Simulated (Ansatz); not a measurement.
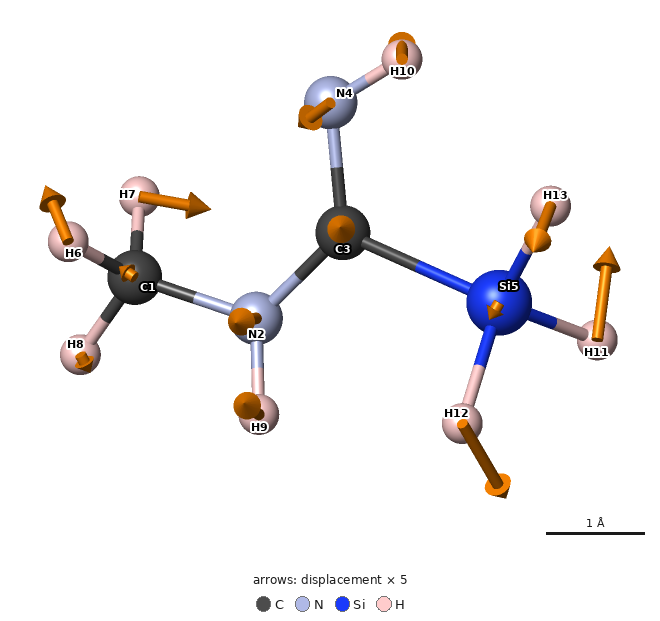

This is a relaxation of C$_{2}$H$_{8}$N$_{2}$Si (coarse preliminary run). The starting structure is drawn; orange arrows show the displacements, 5 times their true length. The two geometries are superimposed by the best rigid fit.

The picture is a ball-and-stick view, seen at a tilt.

The start comes from a force field.

Level of theory: RKS PBE-D4/def2-SVP (Ansatz 0.2.0).

The input:
```yaml
crystal:
  periodic: [false, false, false]
  atoms:
    - {symbol: C, position_ang: [-1.666400, 1.247800, 0.161200]}
    - {symbol: N, position_ang: [-0.925200, 0.083400, 0.230600]}
    - {symbol: C, position_ang: [0.313700, 0.015300, -0.308500]}
    - {symbol: N, position_ang: [0.914400, 0.950800, -1.058300]}
    - {symbol: Si, position_ang: [1.419600, -1.552300, 0.114600]}
    - {symbol: H, position_ang: [-1.263200, 2.108100, 0.743200]}
    - {symbol: H, position_ang: [-1.789800, 1.631200, -0.883200]}
    - {symbol: H, position_ang: [-2.680100, 1.117500, 0.533100]}
    - {symbol: H, position_ang: [-1.154900, -0.512700, 1.044300]}
    - {symbol: H, position_ang: [1.797900, 0.722000, -1.333300]}
    - {symbol: H, position_ang: [1.036200, -2.696000, -0.712900]}
    - {symbol: H, position_ang: [1.204600, -1.931500, 1.566700]}
    - {symbol: H, position_ang: [2.813500, -1.218400, -0.082700]}
basis:
  gaussian: {orbitals: def2-SVP}
hamiltonian: {xc: pbe, dispersion: d4}
relax: {f_tol: 0.03, max_steps: 200}
```

Launched with:
```bash
ansatz run in.yaml --threads 4 --pin off --events-out ev --progress --plain --max-ram 10444MiB
```

Describe the change and its energy.

Answer. After 6 geometry steps the energy has fallen by 12.7 kcal/mol. Largest force component: 6 eV/Å at the start, 0.017 eV/Å at the end. The largest move after the best rigid fit is that of H12, 0.26 Å. By element the largest moves are H 0.26 Å, N 0.17 Å, C 0.12 Å, Si 0.04 Å. Among the contacts that change: N4–H10 0.953 → 1.030 Å, C1–N2 1.382 → 1.450 Å, Si5–H13 1.447 → 1.503 Å, C3–Si5 1.965 → 1.917 Å. Bond angles that change, for instance: N4–C3–Si5 115.1° → 124.3°, N2–C3–N4 126.7° → 119.8°, H7–C1–H8 104.9° → 109.5°. The run took 9 s on 4 threads of Arm Neoverse V2, on a shared host.
